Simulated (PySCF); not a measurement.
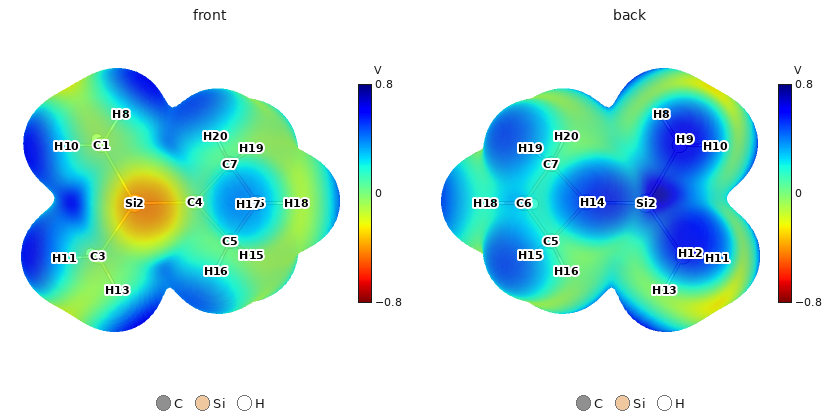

Figure. C6H13Si (SMILES C[Si](C)C1CCC1) (doublet). The electrostatic potential painted on the density surface at 0.002 e/bohr³, seen from the front and from behind; red is negative and blue positive.

Geometry: GFN2-xTB.

Method: UKS B3LYP, pcH-1 on C H Si, non-relativistic, mean-field spin-orbit, GIAO in PySCF.

The calculation's input:

```
{"job": {"kind": "epr", "basis": "pcH-1"}, "charge": 0, "multiplicity": 2}
C      1.939950     1.670594     0.116041
Si     1.013742     0.197039    -0.667748
C      2.156674    -1.325827    -0.800913
C     -0.520442    -0.243855     0.381596
C     -1.540805    -1.163313    -0.314987
C     -2.438194     0.056033    -0.557958
C     -1.598334     0.853190     0.447005
H      1.331040     2.569179     0.133928
H      2.222159     1.443190     1.143073
H      2.847629     1.898286    -0.434048
H      3.026714    -1.113213    -1.414178
H      2.512917    -1.624125     0.184118
H      1.643454    -2.177247    -1.237253
H     -0.202212    -0.606005     1.364733
H     -1.992098    -1.884618     0.365485
H     -1.197333    -1.690185    -1.203841
H     -2.345364     0.442376    -1.571123
H     -3.493286    -0.064238    -0.318556
H     -2.071576     0.920330     1.426042
H     -1.299783     1.853087     0.136154
```

Launched as:

```sh
OMP_NUM_THREADS=1 python probes_run.py task.json out
```

Q: Where is the surface potential most negative and most positive?

A: The most negative region (about −0.4 V) lies over H17, the most positive (about +0.6 V) over the H and Si atoms.
